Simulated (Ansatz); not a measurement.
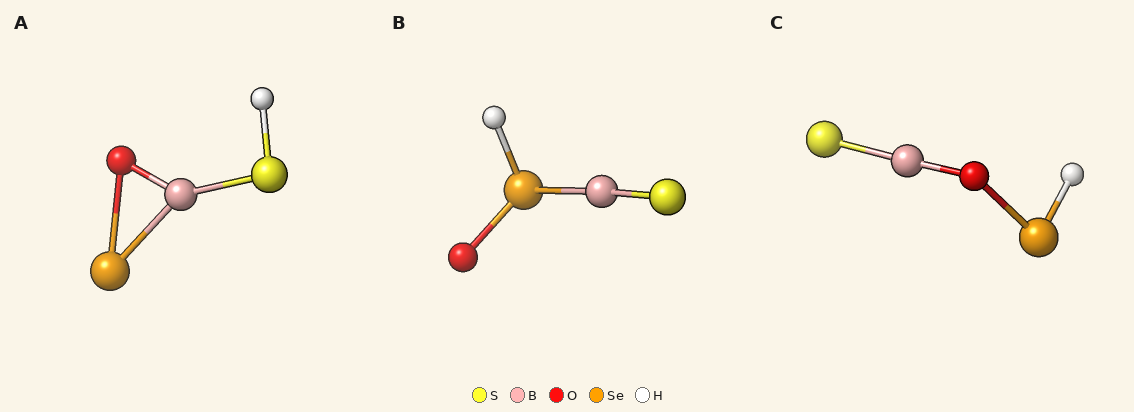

3 stationary structures of one formula. Geometries: PBE0-D4/def2-TZVP. Electronic energies: RHF-CCSD(T) (frozen core)/def2-TZVPP (Ansatz 0.2.0), without zero-point energy. No frequency run is at hand to confirm each as a minimum.

Which structure is the most stable?

C is lowest (C1); A lies 0.012 eV above it (Cs), B lies 2.450 eV above it (C1).
